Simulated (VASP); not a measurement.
Band structure of Zn₃CdO₄ (space group P3m1). Method: PBEsol GGA, VASP's PBE PAW potentials (set 64) (plane waves; VASP).

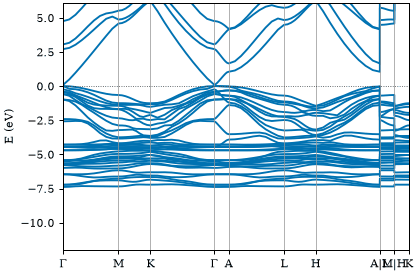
Fig. 1. Bands along high-symmetry lines, zero at the valence-band maximum or, without a gap, the Fermi level

Task: Read the plot: is there a gap, and where are the band edges?

Result: The gap is direct, 0.10 eV, from the valence maximum at Γ to the conduction minimum at Γ. (Edges off the drawn lines would not show.)

The structure comes from a computed database's Zn3CdO4 entry (P3m1); how it stands against other phases isn't given here. It was relaxed first.
